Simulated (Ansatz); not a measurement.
Geometry relaxation of BH2F3 (part 1 of 2)

System: BH2F3.
Method: RKS PBE0-D4/def2-SVPD (Ansatz 0.2.0).

It belongs to a series of runs on one base structure; here: end point B relaxed. Figures and captions count atoms from 1; the log counts them from 0 in places.

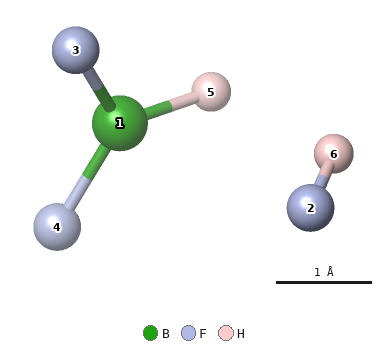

*The structure as given in the input (ball-and-stick view, seen at a tilt; atoms are numbered from 1 in the order of the input).*

Bond lengths as drawn: B–F 1.31 to 1.32 Å, B–H 1.19 Å and F–H 0.92 Å.

## The input
```yaml
crystal:
  periodic: [false, false, false]
  atoms:
    - { symbol: B, position_ang: [-0.007566, -0.418834, -0.415894] }
    - { symbol: F, position_ang: [0.002961, -0.022137, 2.073609] }
    - { symbol: F, position_ang: [1.130462, 0.181892, -0.688961] }
    - { symbol: F, position_ang: [-1.131459, 0.143503, -0.800821] }
    - { symbol: H, position_ang: [-0.014474, -1.496638, 0.09921] }
    - { symbol: H, position_ang: [0.131476, -0.913685, 1.867057] }
basis:
  gaussian: { orbitals: def2-SVPD }
hamiltonian:
  xc: pbe0
  dispersion: d4
relax:
  f_tol: 0.03
  max_steps: 50
```

Launched with:
```bash
ansatz run input.yaml --threads 2 --pin off --max-ram 3072MiB --backend cpu --events-out ev --progress --plain --runs-dir out
```

## Log
```
The last accepted step is kept in [file] (removed where the run ends without a failure and the disk answers)
Engine: ansatz 0.2.0, aarch64-unknown-linux-gnu
Functional definition: PBE0
  parameter a = 0.25
  parameter kappa = 0.804
  parameter beta = 0.06672455060314922
  exchange = (1 - a)*pbe_x(kappa = kappa, mu = beta*pi^2/3) + a*exact_x
  correlation = pbe_c(beta = beta)
842 factors; their error is unknown
mean field evaluation 1: about -8844.5637 eV, gradient 4.4e1 eV
mean field evaluation 2: about -8841.5960 eV, gradient 6.3e1 eV
mean field evaluation 4: about -8847.3815 eV, gradient 5.7e-1 eV
mean field evaluation 8: about -8847.4450 eV, gradient 1.4e-1 eV
mean field -8847.44504928 eV, -325.1376085475 hartree, gradient 6.9e-5 eV, S^2 0.000000; 0 other end points of the search recorded, 0 dependent functions left out
the calculation of the forces begins
reference -8847.44508348 eV, -325.1376098041 hartree; 17, 17 occupied and 88, 88 virtual orbitals, 842 factors
relax step   1: F+E_penalty+E_count = -8847.49085109 eV  Δ(F+E_penalty+E_count) = +0.000e0 eV  max|allowed force component| = 2.480e-1 eV/Å  Δτ_max = 0.0000 Å  (24 SCF iters, accepted)
these checks for a lower state are left out or cut short: starts, cluster_reference, orbital_swaps, neighbouring_geometries, increment
842 factors; their error is unknown
mean field evaluation 16: about -8847.1289 eV, gradient 1.1e1 eV
mean field -8847.47659769 eV, -325.1387679299 hartree, gradient 3.6e-6 eV, S^2 0.000000; 0 other end points of the search recorded, 0 dependent functions left out
[... from here on the field's lines of each further geometry are left out, up to the last ...]
relax step   2: F+E_penalty+E_count = -8847.52180842 eV  Δ(F+E_penalty+E_count) = -3.096e-2 eV  max|allowed force component| = 1.186e0 eV/Å  Δτ_max = 0.1950 Å  (34 SCF iters, accepted)
relax step   3: F+E_penalty+E_count = -8847.52858086 eV  Δ(F+E_penalty+E_count) = -6.772e-3 eV  max|allowed force component| = 1.654e0 eV/Å  Δτ_max = 0.1951 Å  (34 SCF iters, accepted)
relax step   4: F+E_penalty+E_count = -8847.42859326 eV  Δ(F+E_penalty+E_count) = +9.999e-2 eV  max|allowed force component| = 2.376e0 eV/Å  Δτ_max = 0.1954 Å  (32 SCF iters, rejected (line search))
relax step   5: F+E_penalty+E_count = -8847.57165573 eV  Δ(F+E_penalty+E_count) = -4.307e-2 eV  max|allowed force component| = 2.087e-1 eV/Å  Δτ_max = 0.0977 Å  (28 SCF iters, accepted)
relax step   6: F+E_penalty+E_count = -8847.58011312 eV  Δ(F+E_penalty+E_count) = -8.457e-3 eV  max|allowed force component| = 5.721e-2 eV/Å  Δτ_max = 0.0999 Å  (28 SCF iters, accepted)
relax step   7: F+E_penalty+E_count = -8847.58149585 eV  Δ(F+E_penalty+E_count) = -1.383e-3 eV  max|allowed force component| = 7.057e-2 eV/Å  Δτ_max = 0.0239 Å  (28 SCF iters, accepted)
relax step   8: F+E_penalty+E_count = -8847.55670732 eV  Δ(F+E_penalty+E_count) = +2.479e-2 eV  max|allowed force component| = 1.127e0 eV/Å  Δτ_max = 0.1573 Å  (34 SCF iters, rejected (line search))
relax step   9: F+E_penalty+E_count = -8847.58200171 eV  Δ(F+E_penalty+E_count) = -5.059e-4 eV  max|allowed force component| = 1.013e-1 eV/Å  Δτ_max = 0.0165 Å  (28 SCF iters, accepted)
relax step  10: F+E_penalty+E_count = -8847.57694946 eV  Δ(F+E_penalty+E_count) = +5.052e-3 eV  max|allowed force component| = 6.329e-1 eV/Å  Δτ_max = 0.0984 Å  (27 SCF iters, rejected (line search))
relax step  11: F+E_penalty+E_count = -8847.58378488 eV  Δ(F+E_penalty+E_count) = -1.783e-3 eV  max|allowed force component| = 1.724e-2 eV/Å  Δτ_max = 0.0492 Å  (28 SCF iters, accepted)
relax step  12: F+E_penalty+E_count = -8847.58421078 eV  Δ(F+E_penalty+E_count) = -4.259e-4 eV  max|allowed force component| = 2.294e-1 eV/Å  Δτ_max = 0.0489 Å  (29 SCF iters, accepted)
relax step  13: F+E_penalty+E_count = -8847.58720903 eV  Δ(F+E_penalty+E_count) = -2.998e-3 eV  max|allowed force component| = 7.374e-2 eV/Å  Δτ_max = 0.0750 Å  (29 SCF iters, accepted)
relax step  14: F+E_penalty+E_count = -8847.59121894 eV  Δ(F+E_penalty+E_count) = -4.010e-3 eV  max|allowed force component| = 6.370e-2 eV/Å  Δτ_max = 0.1125 Å  (34 SCF iters, accepted)
relax step  15: F+E_penalty+E_count = -8847.45182394 eV  Δ(F+E_penalty+E_count) = +1.394e-1 eV  max|allowed force component| = 2.704e0 eV/Å  Δτ_max = 0.1671 Å  (33 SCF iters, rejected (line search))
relax step  16: F+E_penalty+E_count = -8847.59528087 eV  Δ(F+E_penalty+E_count) = -4.062e-3 eV  max|allowed force component| = 7.674e-2 eV/Å  Δτ_max = 0.0836 Å  (28 SCF iters, accepted)
relax step  17: F+E_penalty+E_count = -8847.59846307 eV  Δ(F+E_penalty+E_count) = -3.182e-3 eV  max|allowed force component| = 9.536e-2 eV/Å  Δτ_max = 0.0844 Å  (28 SCF iters, accepted)
relax step  18: F+E_penalty+E_count = -8847.55237849 eV  Δ(F+E_penalty+E_count) = +4.608e-2 eV  max|allowed force component| = 1.556e0 eV/Å  Δτ_max = 0.1236 Å  (34 SCF iters, rejected (line search))
relax step  19: F+E_penalty+E_count = -8847.60250128 eV  Δ(F+E_penalty+E_count) = -4.038e-3 eV  max|allowed force component| = 7.432e-2 eV/Å  Δτ_max = 0.0617 Å  (29 SCF iters, accepted)
relax step  20: F+E_penalty+E_count = -8847.60617723 eV  Δ(F+E_penalty+E_count) = -3.676e-3 eV  max|allowed force component| = 1.106e-1 eV/Å  Δτ_max = 0.0633 Å  (29 SCF iters, accepted)
relax step  21: F+E_penalty+E_count = -8847.61168458 eV  Δ(F+E_penalty+E_count) = -5.507e-3 eV  max|allowed force component| = 9.290e-2 eV/Å  Δτ_max = 0.0949 Å  (28 SCF iters, accepted)
relax step  22: F+E_penalty+E_count = -8847.61677130 eV  Δ(F+E_penalty+E_count) = -5.087e-3 eV  max|allowed force component| = 1.333e-1 eV/Å  Δτ_max = 0.1078 Å  (28 SCF iters, accepted)
relax step  23: F+E_penalty+E_count = -8847.61654435 eV  Δ(F+E_penalty+E_count) = +2.269e-4 eV  max|allowed force component| = 3.271e-1 eV/Å  Δτ_max = 0.0166 Å  (29 SCF iters, rejected (line search))
relax step  24: F+E_penalty+E_count = -8847.61693730 eV  Δ(F+E_penalty+E_count) = -1.660e-4 eV  max|allowed force component| = 1.954e-1 eV/Å  Δτ_max = 0.0081 Å  (30 SCF iters, accepted)
relax step  25: F+E_penalty+E_count = -8847.62022340 eV  Δ(F+E_penalty+E_count) = -3.286e-3 eV  max|allowed force component| = 1.959e-2 eV/Å  Δτ_max = 0.0923 Å  (27 SCF iters, accepted)
relax step  26: F+E_penalty+E_count = -8847.56779063 eV  Δ(F+E_penalty+E_count) = +5.243e-2 eV  max|allowed force component| = 1.608e0 eV/Å  Δτ_max = 0.1465 Å  (33 SCF iters, rejected (line search))
relax step  27: F+E_penalty+E_count = -8847.62040812 eV  Δ(F+E_penalty+E_count) = -1.847e-4 eV  max|allowed force component| = 2.183e-2 eV/Å  Δτ_max = 0.0119 Å  (29 SCF iters, accepted)
relax step  28: F+E_penalty+E_count = -8847.61902580 eV  Δ(F+E_penalty+E_count) = +1.382e-3 eV  max|allowed force component| = 2.246e-1 eV/Å  Δτ_max = 0.0569 Å  (29 SCF iters, rejected (line search))
relax step  29: F+E_penalty+E_count = -8847.62059007 eV  Δ(F+E_penalty+E_count) = -1.819e-4 eV  max|allowed force component| = 4.744e-2 eV/Å  Δτ_max = 0.0282 Å  (29 SCF iters, accepted)
relax step  30: F+E_penalty+E_count = -8847.62067283 eV  Δ(F+E_penalty+E_count) = -8.277e-5 eV  max|allowed force component| = 5.351e-2 eV/Å  Δτ_max = 0.0095 Å  (29 SCF iters, accepted)
the calculation of the forces begins
reference -8847.57521210 eV, -325.1423919430 hartree; 17, 17 occupied and 88, 88 virtual orbitals, 842 factors
relax step  31: F+E_penalty+E_count = -8847.62070495 eV  Δ(F+E_penalty+E_count) = -3.211e-5 eV  max|allowed force component| = 1.247e-3 eV/Å  Δτ_max = 0.0029 Å  (30 SCF iters, accepted)
```

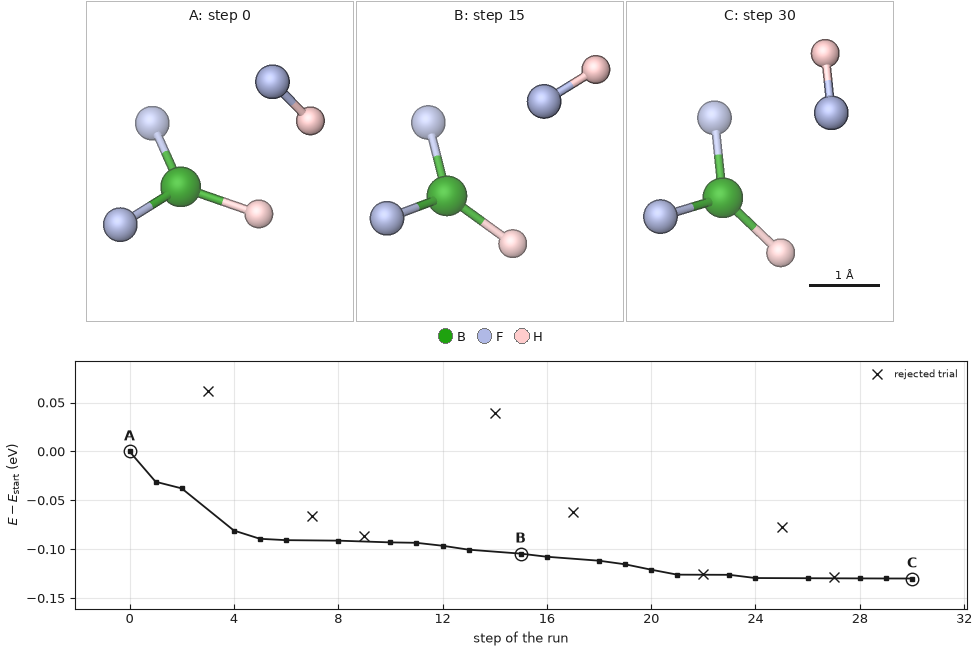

*Frames of the relaxation (ball-and-stick view, seen at a tilt) above the curves, on which the letters mark them (the first geometry is step 0 here and step 1 in the log).*

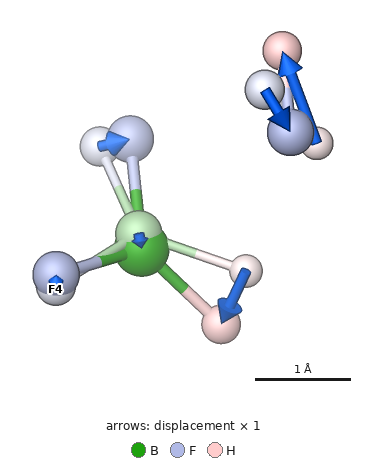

*Start (faint) and end (solid) with the displacements as blue arrows, at true length (ball-and-stick view, seen at a tilt). The two geometries are laid on each other by the best rigid fit.*

The largest move after the best rigid fit is that of H6, 1.05 Å. Largest moves by element: H 1.05 Å, F 0.52 Å, B 0.17 Å. Among the contacts that change: B1–F3 1.316 → 1.327 Å. Over 30 geometry steps the energy falls by 0.130 eV. The largest force component goes from 0.25 to 0.0012 eV/Å. The line search rejected the trial steps at points 3, 7, 9, 14, 17, 22, 25, 27 (counted from 0) and went back. (Atoms are counted from 1 in the order of the input.)

```
842 factors; their error is unknown
mean field -8847.57517871 eV, -325.1423907158 hartree, gradient 6.7e-6 eV, S^2 0.000000; 1 other end points of the search recorded, 0 dependent functions left out
the calculation of the forces begins
reference -8847.57521210 eV, -325.1423919430 hartree; 17, 17 occupied and 88, 88 virtual orbitals, 842 factors
Total energy: -8847.62073834 eV, -325.1440650013 hartree
Atom 0 at    -0.037199    -0.496655    -0.509040 Å, force    -0.000111    -0.000109     0.000556 eV/Å
Atom 1 at    -0.280700    -0.584918     1.998488 Å, force     0.000132    -0.000476    -0.001246 eV/Å
Atom 2 at     1.151416     0.047471    -0.279064 Å, force    -0.000549    -0.000700     0.000253 eV/Å
Atom 3 at    -1.047443     0.326389    -0.704565 Å, force    -0.000274     0.000582    -0.000191 eV/Å
Atom 4 at    -0.160904    -1.680311    -0.622618 Å, force     0.000521     0.000177     0.000229 eV/Å
Atom 5 at     0.486229    -0.137874     2.250998 Å, force     0.000282     0.000526     0.000399 eV/Å
Dipole moment:     0.259312    -0.031341     0.184461 e Å
```

## Trajectory as extended XYZ (Å, eV, eV/Å), 31 frames, from step=1 to step=31
```
6
Properties=species:S:1:pos:R:3:forces:R:3 step=1 energy=-8847.49085
B    -0.0076   -0.4188   -0.4159    0.0103   0.1778  -0.1360
F     0.0030   -0.0221    2.0736    0.0002   0.0353   0.0265
F     1.1305    0.1819   -0.6890    0.0015   0.0109  -0.0181
F    -1.1315    0.1435   -0.8008   -0.0094   0.0162   0.0044
H    -0.0145   -1.4966    0.0992   -0.0005  -0.2480  -0.0474
H     0.1315   -0.9137    1.8671   -0.0021   0.0079   0.1706
6
Properties=species:S:1:pos:R:3:forces:R:3 step=2 energy=-8847.52181
B    -0.0067   -0.4291   -0.4725   -0.0166  -0.0182   0.0818
F     0.0041    0.0131    2.0800    0.1514  -1.1860  -0.0823
F     1.1279    0.1950   -0.7085   -0.0027   0.0089  -0.0415
F    -1.1351    0.1638   -0.8002    0.0212   0.0044  -0.0162
H    -0.0091   -1.5465   -0.0264    0.0004   0.0153  -0.0894
H     0.1302   -0.9222    2.0619   -0.1538   1.1756   0.1474
6
Properties=species:S:1:pos:R:3:forces:R:3 step=3 energy=-8847.52858
B    -0.0080   -0.4151   -0.4922    0.0168  -0.3585  -0.1695
F    -0.0021   -0.0060    2.0483    0.2464  -1.6358   0.3137
F     1.1269    0.1996   -0.7516    0.0329   0.1202   0.0664
F    -1.1357    0.1754   -0.8256   -0.0410   0.1234   0.0811
H    -0.0083   -1.5534   -0.1013   -0.0047   0.0963   0.0141
H     0.1386   -0.9264    2.2567   -0.2505   1.6544  -0.3058
6
Properties=species:S:1:pos:R:3:forces:R:3 step=4 energy=-8847.42859 accepted=F
B    -0.0055   -0.4586   -0.5977   -0.0917   0.7174   1.0805
F    -0.0079   -0.0436    1.9473    0.4324  -2.3489   1.4835
F     1.1272    0.2237   -0.7072   -0.2720  -0.3173  -0.3558
F    -1.1397    0.2121   -0.7668    0.3621  -0.3494  -0.3078
H    -0.0106   -1.5871   -0.1856    0.0106  -0.0782  -0.5031
H     0.1478   -0.8724    2.4442   -0.4414   2.3764  -1.3974
6
Properties=species:S:1:pos:R:3:forces:R:3 step=5 energy=-8847.57166
B    -0.0052   -0.4385   -0.5177   -0.0346   0.0672  -0.0923
F    -0.0050   -0.0112    2.0334    0.0267  -0.2087  -0.0008
F     1.1267    0.2034   -0.7321   -0.0201   0.0080   0.0237
F    -1.1354    0.1886   -0.7821    0.0573  -0.0103   0.0439
H    -0.0045   -1.5899   -0.1919   -0.0013  -0.0542   0.0246
H     0.1346   -0.8783    2.3246   -0.0280   0.1980   0.0009
6
Properties=species:S:1:pos:R:3:forces:R:3 step=6 energy=-8847.58011
B    -0.0032   -0.4424   -0.5352   -0.0350   0.0572  -0.0105
F    -0.0079   -0.0403    1.9923    0.0042  -0.0415  -0.0010
F     1.1269    0.2072   -0.7374   -0.0081   0.0027   0.0035
F    -1.1343    0.1988   -0.7608    0.0449  -0.0166   0.0155
H    -0.0013   -1.6029   -0.2438   -0.0010  -0.0494  -0.0131
H     0.1313   -0.8463    2.4191   -0.0049   0.0477   0.0057
6
Properties=species:S:1:pos:R:3:forces:R:3 step=7 energy=-8847.58150
B    -0.0027   -0.4449   -0.5366   -0.0227   0.0431  -0.0028
F    -0.0173   -0.0475    1.9792   -0.0158   0.0706  -0.0548
F     1.1283    0.2057   -0.7318   -0.0024   0.0049   0.0016
F    -1.1326    0.2021   -0.7487    0.0245  -0.0057   0.0053
H    -0.0022   -1.6100   -0.2642   -0.0003  -0.0482  -0.0122
H     0.1379   -0.8312    2.4364    0.0168  -0.0646   0.0629
```
